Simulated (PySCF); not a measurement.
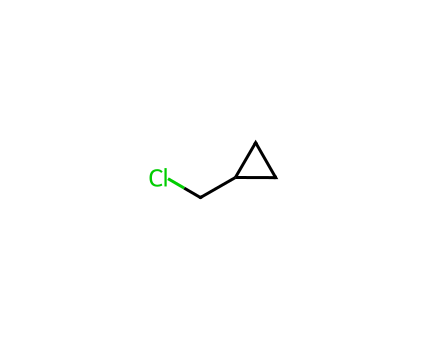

**Transcribe the drawing into SMILES.**

ClCC1CC1

**What is the molecular formula?**

C4H7Cl.

**An optimisation with GFN2-xTB gave a structure of which point group?**

C1. Other conformers may differ.

More results for the same structure follow; atom numbers are the same in all pictures, views and colours differ. Computed geometry: GFN2-xTB optimisation. No frequency run is at hand to confirm it as a minimum.

### Geometry

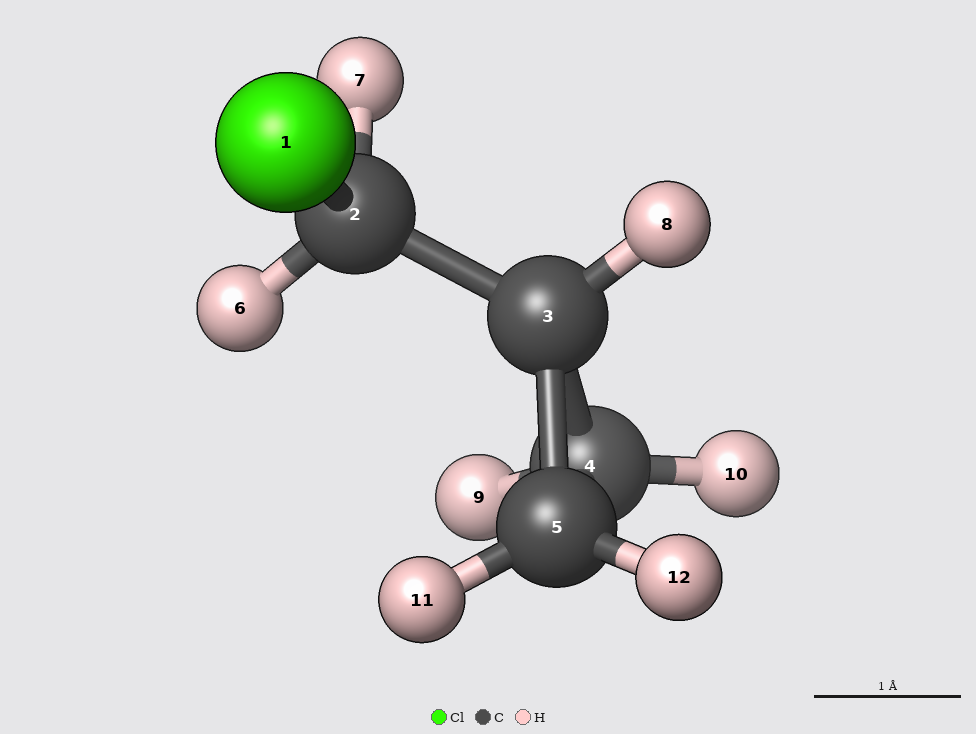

No frequency run is at hand to confirm it as a minimum.

**How are the neighbours of atom 2 arranged?**

C2 has 4 neighbours (Cl1 at 1.79, C3 at 1.50, H6 at 1.09, H7 at 1.09 Å); the arrangement is tetrahedral.

**What is the dihedral angle C2–C3–C5–C4?**

108° in size, that is anticlinal.

### Electronic properties

No frequency run is at hand to confirm it as a minimum. Properties computed with PBE0/pcSseg-1, gas phase (PySCF 2.14.0).

Computed properties:

- dipole moment: 2.24 D
- HOMO energy (Kohn–Sham orbital): −8.18 eV
- LUMO energy (Kohn–Sham orbital): 0.94 eV
- HOMO–LUMO gap: 9.12 eV

### NMR shielding

The questions are on isotropic NMR shieldings of the C atoms. No frequency run is at hand to confirm it as a minimum. Method: GIAO PBE0/pcSseg-1 NMR shielding, non-relativistic, gas phase (PySCF 2.14.0).

**Which C atom is the most shielded (lowest chemical shift)?**

C5 (179.1 ppm).

**Which C atom is the least shielded (highest chemical shift)?**

C2 (129.7 ppm).

**How wide is the range of C shifts?**

49.4 ppm.

List the isotropic NMR shieldings of the C atoms.

```json
{"atom": "C2", "σ (ppm)": "129.7"}
{"atom": "C3", "σ (ppm)": "169.3"}
{"atom": "C4", "σ (ppm)": "178.7"}
{"atom": "C5", "σ (ppm)": "179.1"}
```

### Quadrupole coupling

No frequency run is at hand to confirm it as a minimum. Electric field gradients from the ground-state density, PBE0/pcSseg-1 (PySCF 2.14.0), non-relativistic apart from any core potentials.

Give the largest field-gradient component, the quadrupole coupling constant and the asymmetry for 35Cl at Cl1 (Q = −81.7 mb), 2H at H6 (Q = 2.86 mb), 2H at H7 (Q = 2.86 mb), 2H at H8 (Q = 2.86 mb), 2H at H9 (Q = 2.86 mb).

```json
{"atom": "Cl1", "V_zz (a.u.)": "3.897", "e²qQ/h (MHz)": "−74.8", "η": "0.02"}
{"atom": "H6", "V_zz (a.u.)": "0.300", "e²qQ/h (MHz)": "0.202", "η": "0.05"}
{"atom": "H7", "V_zz (a.u.)": "0.300", "e²qQ/h (MHz)": "0.201", "η": "0.04"}
{"atom": "H8", "V_zz (a.u.)": "0.321", "e²qQ/h (MHz)": "0.216", "η": "0.10"}
{"atom": "H9", "V_zz (a.u.)": "0.332", "e²qQ/h (MHz)": "0.223", "η": "0.07"}
```
